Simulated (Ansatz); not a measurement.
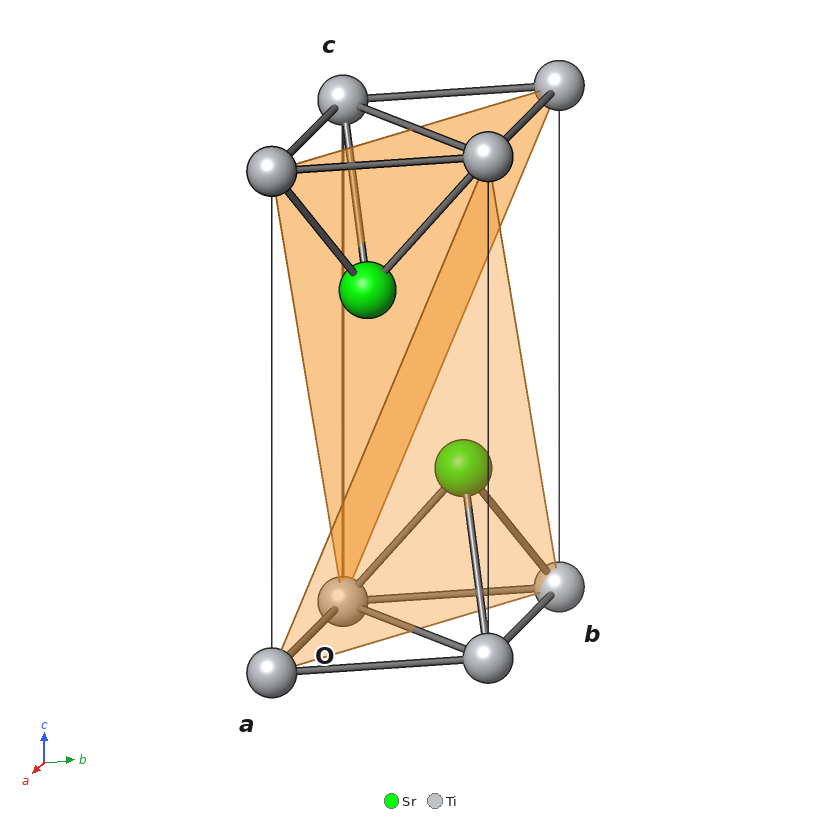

Crystal: Sr₂Ti, the end point of a relaxation with DFT, PAW plane waves, lda in Ansatz 0.2.0; the starting structure was generated, so it need not be a known form of this composition. Every member of one family of equally spaced planes, hx + ky + lz = a whole number, that cuts the unit cell is shaded (one member passes through the origin O). Geometry calculated from the standardised cell; symmetry tolerance 0.002 Å.

a = 3.581 Å, b = 3.581 Å, c = 8.668 Å, α = 90.00°, β = 90.00°, γ = 120.00°.

**Which (hkl) family is drawn?**

(1 1 −1), in four indices (1 1 −2 −1); the opposite sign names the same planes. The member next to the origin meets the axes a at 1, b at 1, c at −1.

**What is the spacing?**

d = 1.754 Å.

**Which atoms of the cell lie in these planes (within 0.03 Å)?**

The Ti atom.
